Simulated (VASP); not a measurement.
Band structure of CsCaF3 (space group Pm-3m). Level of theory: PBEsol GGA, VASP's PBE PAW potentials (set 64) (plane waves; VASP 6.6.1).

Unless said otherwise, spin-orbit coupling is left out, though it shifts the bands of the heavy elements here.

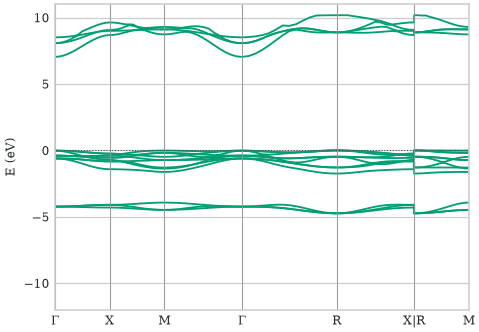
Bands along high-symmetry lines, zero at the valence-band maximum or, without a gap, the Fermi level

Read the plot: is there a gap, and where are the band edges?

The gap is indirect, 7.04 eV, from the valence maximum at R to the conduction minimum at Γ. (Edges off the drawn lines would not show.)

The structure comes from a computed database's CsCaF3 entry (Pm-3m); how it stands against other phases isn't given here. It was relaxed first.
